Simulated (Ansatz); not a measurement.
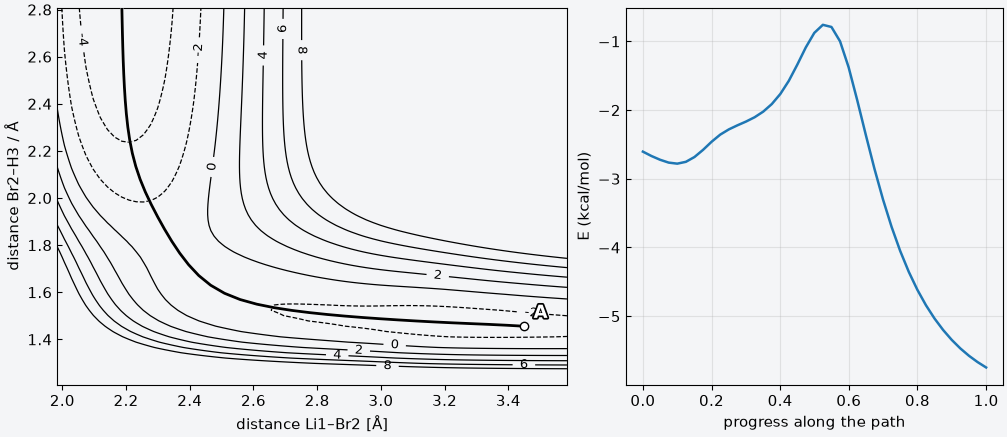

The system Li + BrH, spin multiplicity 2. The first coordinate is: distance Li1–Br2; the second: distance Br2–H3. Nothing is relaxed (the angle Li1–Br2–H3 is fixed at 180 degrees). The scan uses a 17 × 17 grid. Points are written as (first, second). All energies are given in kcal/mol relative to Li far from the relaxed BrH (each part in its own basis). These are results of UKS PBE-D4/def2-TZVPD in Ansatz 0.2.0, not measurements.

In the figure: contour lines labelled in kcal/mol (none above 8), a line along the lowest path, the energy along the path at the right, the start A. Between grid points the surface is interpolated.

**Describe the path and its barrier.**

The easiest path runs from the side where the first distance is long, about (3.45 Å, 1.46 Å), to the side where the second distance is long, about (2.19 Å, 2.81 Å). Its highest point, at about (2.37 Å, 1.77 Å), lies about 1.8 kcal/mol above the start and 5 kcal/mol above the end on the interpolated surface. An end on the edge of the scan is no minimum, so the barrier from there is a lower bound.
